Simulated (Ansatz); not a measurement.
System: CH6O2Si.

Input file:

```
crystal:
  periodic: [false, false, false]
  atoms:
    - { symbol: Si, position_ang: [0.0, 0.0, 0.0] }
    - { symbol: C, position_ang: [0.0, 0.0, 1.87] }
    - { symbol: H, position_ang: [-0.9996, -0.3092, 2.2405] }
    - { symbol: H, position_ang: [0.7676, -0.7111, 2.2405] }
    - { symbol: H, position_ang: [0.232, 1.0203, 2.2405] }
    - { symbol: H, position_ang: [1.3768, 0.0, -0.4862] }
    - { symbol: O, position_ang: [-0.7913, 1.3709, -0.5594] }
    - { symbol: H, position_ang: [-1.7491, 1.1401, -0.7818] }
    - { symbol: O, position_ang: [-0.7913, -1.3709, -0.5594] }
    - { symbol: H, position_ang: [-1.2459, -1.8365, 0.2129] }
basis:
  gaussian: { orbitals: "6-31G" }
hamiltonian:
  xc: pbe0
relax:
  f_tol: 0.02
  max_steps: 40
output:
  orbitals: {}
```

Launched as:

```sh
ansatz run input.yaml --threads 1 --pin off --max-ram 2048MiB --backend cpu --events-out ev --progress --plain --runs-dir out
```

The fields are those of the run's last geometry, not of the input's.

Theory: RKS PBE0/6-31G (Ansatz).

### Predict the electron density and electron localisation function between the atoms.

Si–O (1.72 Å): ρ is about 0.83 e/Å³ halfway; the ELF peaks at about 0.85 between the atoms: a shared but strongly polarised pair.
C–Si (1.88 Å): the density is about 0.85 e/Å³ at the midpoint; the ELF peaks at about 0.95 between the atoms (a shared electron pair).
O–H (0.97 Å): the density is about 3.4 e/Å³ at the midpoint; the ELF climbs to about 1 towards the hydrogen, as it does in any bond to H (a covalent bond by its length).
C–H (1.09 Å): ρ is about 1.8 e/Å³ halfway; the ELF climbs to about 1 towards the hydrogen (an ordinary covalent bond to hydrogen).

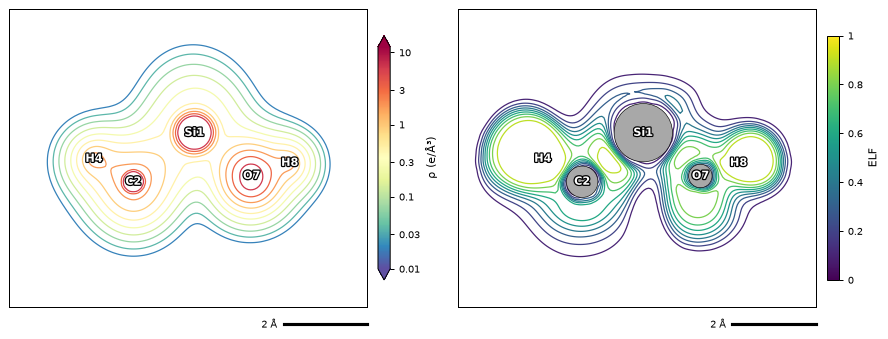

Computed electron density and electron localisation function on the plane of atoms Si1, C2 and H4, in this order. Grey discs cover the atomic cores in the ELF map. 
